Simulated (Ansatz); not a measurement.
The calculation's input:

```
crystal:
  periodic: [false, false, false]
  atoms:
    - symbol: B
      position_ang: [1.536750, 0.583951, 0.054929]
    - symbol: O
      position_ang: [1.311631, -0.442516, 1.338468]
    - symbol: O
      position_ang: [0.318080, 0.457221, -0.714645]
    - symbol: O
      position_ang: [-1.130036, 2.701282, 0.024259]
    - symbol: O
      position_ang: [-1.165458, 0.339319, 1.399341]
    - symbol: Si
      position_ang: [-1.082508, 1.061518, -0.143578]
    - symbol: H
      position_ang: [1.301817, -1.344279, 0.990234]
    - symbol: H
      position_ang: [2.524945, 0.140033, -0.499990]
    - symbol: H
      position_ang: [1.681036, 1.663830, 0.627161]
    - symbol: H
      position_ang: [-2.252622, 0.670759, -0.951840]
    - symbol: H
      position_ang: [-0.286178, 3.109178, 0.250935]
    - symbol: H
      position_ang: [0.374918, -0.251168, 1.626510]
    - symbol: H
      position_ang: [-1.778499, 0.716710, 2.038628]
basis:
  gaussian:
    orbitals: def2-SVPD
hamiltonian:
  xc: pbe0
output: {forces: true, orbitals: {seedname: orbitals}}
```

Command:

```sh
ansatz run input.yaml --threads 2 --pin off --max-ram 5220MiB --events-out events.jsonl --progress --plain --runs-dir runs
```

Geometry: PBE0-D4/def2-SVP.

The calculation used isolated molecule in a Gaussian basis; Kohn-Sham density functional theory, functional PBE0 (Ansatz).

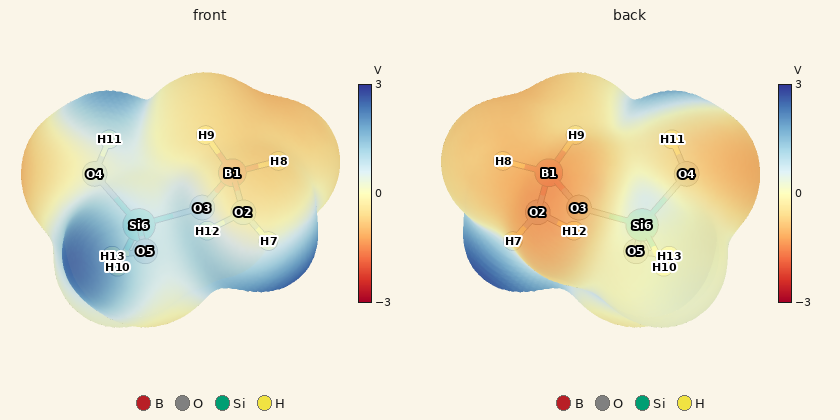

BH₇O₄Si. The electrostatic potential painted on the density surface at 0.001 e/bohr³, seen from the front and from behind; the colour scale runs from red (negative) to blue (positive).

### Where is the surface potential most negative and most positive?

The most negative region (about −1.4 V) lies over O3, the most positive (about +2.6 V) over H7 and H13. O3 is the likeliest acceptor of a hydrogen bond.
